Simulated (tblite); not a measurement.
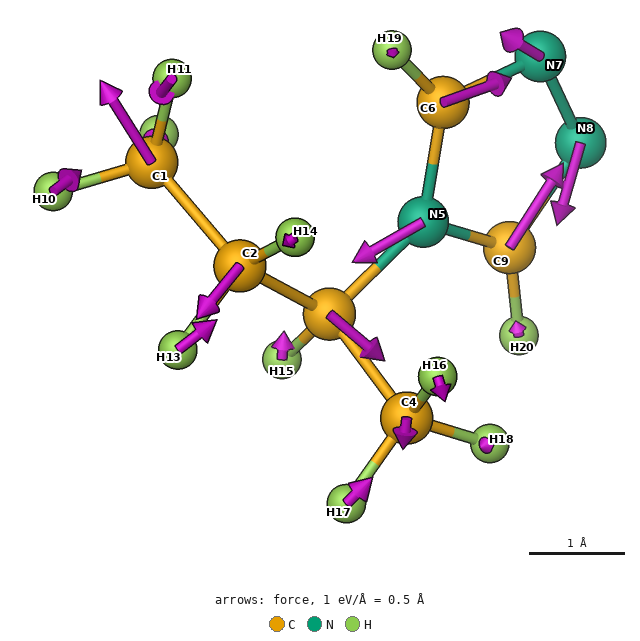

Starting geometry of C6H11N3 with the computed forces as purple arrows. The picture is a ball-and-stick view, seen at a tilt.

Theory: GFN2-xTB geometry optimisation, gas phase in tblite 0.8.0. 

Is this structure relaxed? If not, where do the atoms go?

Answer. It isn't relaxed: the largest force vector, on C atoms, is 2.18 eV/Å. The final displacements have little in common with the starting forces (cosine between the two patterns 0.13). The atom that moves furthest after the best rigid fit is an H atom (1.69 Å). Largest moves by element: H 1.69 Å, C 0.91 Å, N 0.75 Å. Some distances before and after: C–C 1.486 → 1.534 Å, C–H 1.130 → 1.092 Å, C–N 1.336 → 1.299 Å, N–N 1.306 → 1.342 Å. Bond angles that change, for instance: C–C–C 105.3° → 111.7°, C–N–C 122.7° → 128.2°, C–C–N 104.7° → 109.9°. Groups turn about C–N by about 55°, C–C by about 55°. After 142 geometry steps the energy has fallen by 68.2 kJ/mol. The run took 0.77 s on 1 thread of Arm Neoverse V2, with other jobs on the host.
